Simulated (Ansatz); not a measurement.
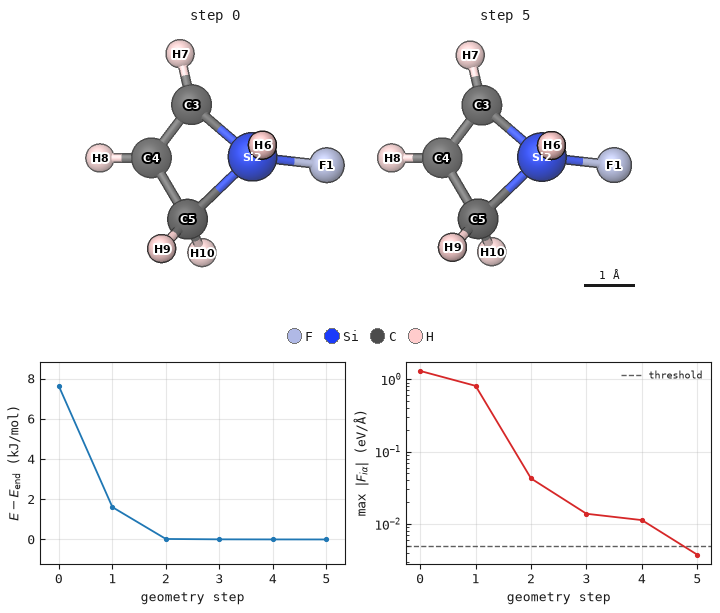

First and last geometry of a relaxation of C3H5FSi, with the history of the run. The picture is a ball-and-stick view, seen at a tilt.

The start comes from PBE-D4/def2-SVP.

The calculation used RKS PBE0-D4/def2-TZVP (Ansatz 0.2.0).

The input:
```yaml
crystal:
  periodic: [false, false, false]
  atoms:
    - {symbol: F, position_ang: [-2.408482, 0.103090, 0.815095]}
    - {symbol: Si, position_ang: [-0.780025, 0.332266, 0.804198]}
    - {symbol: C, position_ang: [0.352495, -1.128211, 0.607926]}
    - {symbol: C, position_ang: [0.864616, -0.554734, -0.518827]}
    - {symbol: C, position_ang: [0.054634, 0.689141, -0.873401]}
    - {symbol: H, position_ang: [-0.505657, 1.280919, 1.936748]}
    - {symbol: H, position_ang: [0.706410, -2.042788, 1.104860]}
    - {symbol: H, position_ang: [1.746590, -0.902333, -1.094438]}
    - {symbol: H, position_ang: [0.644736, 1.619253, -1.013674]}
    - {symbol: H, position_ang: [-0.592218, 0.551996, -1.765487]}
basis:
  gaussian: {orbitals: def2-TZVP}
hamiltonian: {xc: pbe0, dispersion: d4}
relax: {f_tol: 0.005, max_steps: 150}
```

Command:
```bash
ansatz run in.yaml --threads 4 --pin off --events-out ev --progress --plain --max-ram 10444MiB
```

Question: Did the run converge, and what did it change?

Answer: It converged. The atom that moves furthest after the best rigid fit is F1 (0.053 Å). Largest moves by element: F 0.053 Å, H 0.036 Å, C 0.017 Å, Si 0.017 Å. Near-neighbour distances that change, for instance: F1–Si2 1.645 → 1.600 Å, Si2–C5 1.907 → 1.880 Å, Si2–C3 1.859 → 1.835 Å, C4–H8 1.109 → 1.091 Å. Over 5 geometry steps the energy falls by 7.61 kJ/mol. Largest force component: 1.3 eV/Å at the start, 0.0038 eV/Å at the end. The run took 17 s on 4 threads of Arm Neoverse V2, with other jobs on the host.
